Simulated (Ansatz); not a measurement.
Single-point calculation, with input and output: CH4NSi

System: CH4NSi, multiplicity 2.
Method: UKS PBE0-D4/def2-TZVPP (Ansatz 0.2.0).

The geometry comes from this level: PBE0-D4/def2-TZVP.

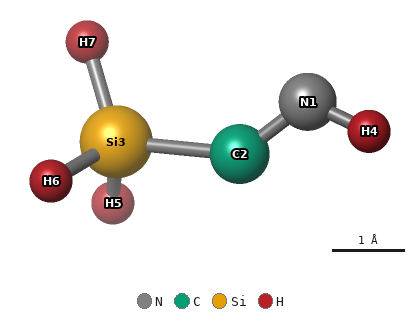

**Figure 1.** The input geometry (ball-and-stick view, seen at a tilt; atoms are numbered from 1 in the order of the input).

### Input
```yaml
crystal:
  periodic: [false, false, false]
  atoms:
    - {symbol: N, position_ang: [-0.408263, -1.459094, 0.025636]}
    - {symbol: C, position_ang: [0.002797, -0.357195, -0.317873]}
    - {symbol: Si, position_ang: [0.877685, 1.090794, 0.453804]}
    - {symbol: H, position_ang: [-0.871760, -2.057342, -0.664209]}
    - {symbol: H, position_ang: [2.126356, 1.277670, -0.323713]}
    - {symbol: H, position_ang: [-0.014389, 2.259484, 0.261528]}
    - {symbol: H, position_ang: [1.200057, 0.931706, 1.900122]}
basis:
  gaussian: {orbitals: def2-TZVPP}
magnetization: {spin_polarized: true, initial_magnetization: 1}
hamiltonian: {xc: pbe0, dispersion: d4}
output: {orbitals: {seedname: orbitals}}
```

Launch command:
```bash
ansatz run in.yaml --threads 2 --pin off --events-out ev --progress --plain --max-ram 4352MiB
```

### What the program printed
```
Functional definition: PBE0
  name "PBE0"
  cite "Adamo & Barone, J. Chem. Phys. 110, 6158 (1999) doi:10.1063/1.478522"
  cite "Perdew, Burke & Ernzerhof, Phys. Rev. Lett. 77, 3865 (1996) doi:10.1103/PhysRevLett.77.3865"
  parent pbe
  parameter a = 0.25
  parameter kappa = 0.804
  parameter beta = 0.06672455060314922
  exchange = (1 - a)*pbe_x(kappa = kappa, mu = beta*pi^2/3) + a*exact_x
  correlation = pbe_c(beta = beta)
862 factors; their error is unknown
mean field evaluation 1: about -10458.4153 eV, gradient 3.0e1 eV
mean field evaluation 2: about -10454.3009 eV, gradient 4.2e1 eV
mean field evaluation 4: about -10462.1719 eV, gradient 2.6e0 eV
mean field evaluation 8: about -10462.2075 eV, gradient 6.1e-2 eV
mean field evaluation 16: about -10462.2308 eV, gradient 1.2e-4 eV
mean field -10462.23083201 eV, -384.4798915214 hartree, gradient 5.7e-5 eV, S^2 0.754646; 0 other end points of the search recorded, 0 dependent functions left out
reference -10462.23086022 eV, -384.4798925585 hartree; 16, 15 occupied and 144, 145 virtual orbitals, 862 factors
Total energy: -10462.31791774 eV, -384.4830918631 hartree
```

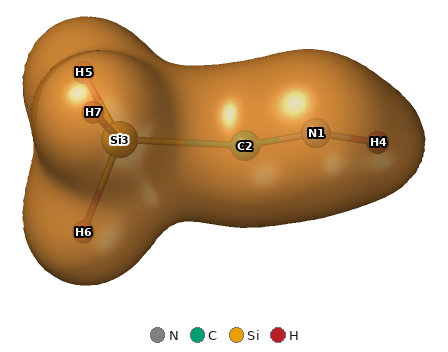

**Figure 2.** Isosurface of the total electron density at 0.1 e/Å³ (orange), seen from the side. At this value the surface is in one piece. On the grid the lowest density along these lines, outside the cores, is 2.8 e/Å³ (C–N, 1.23 Å), 0.77 e/Å³ (C–Si, 1.86 Å), 2.2 e/Å³ (N–H, 1.02 Å) and 0.81 e/Å³ (Si–H, 1.48 Å).

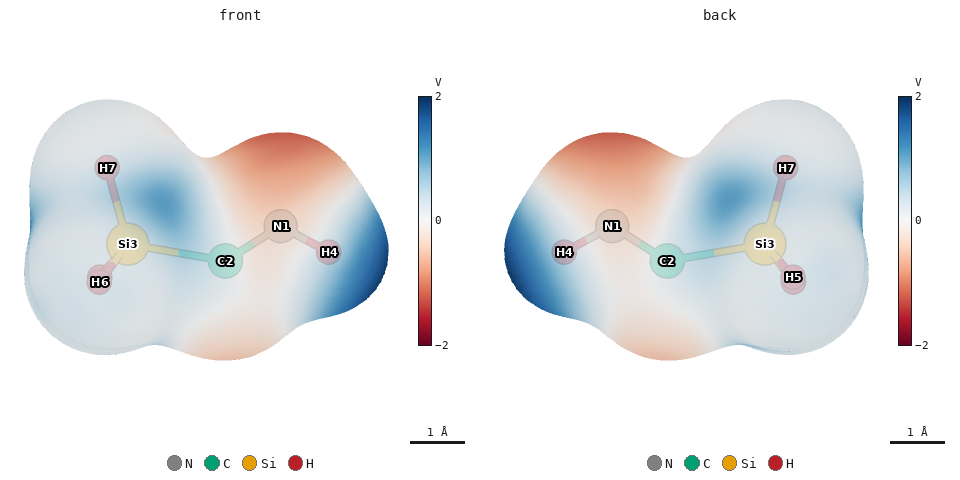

**Figure 3.** The molecular electrostatic potential painted on the density surface at 0.002 e/bohr³, seen face on and from behind; red is negative and blue positive.

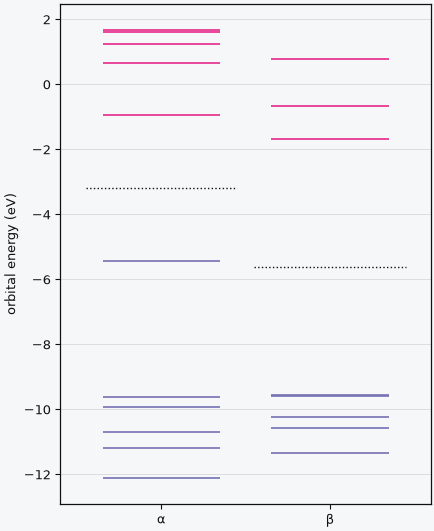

**Figure 4.** Orbital energies near the frontier for α and β spins; the dotted line parts filled from empty levels, and levels within 0.02 eV of each other stand side by side. α: highest filled −5.42 eV, lowest empty −0.93 eV, 4.49 eV apart; β: highest filled −9.55 eV, lowest empty −1.66 eV, 7.89 eV apart.

### Summary

- outcome: converged
- total energy: −10462.3179 eV
- mean-field energy: −10462.2309 eV
- dispersion energy: −0.0871 eV
- ⟨S²⟩: 0.755
- SCF solution under orbital rotations: stable
- HOMO (either spin): −5.42 eV
- LUMO (either spin): −1.66 eV
- hardware: 2 threads of Arm Neoverse V1, 23 GiB of memory available, shared host
- wall time: 3.7 s (CPU time 6.9 s)
- peak memory: 0.34 GiB
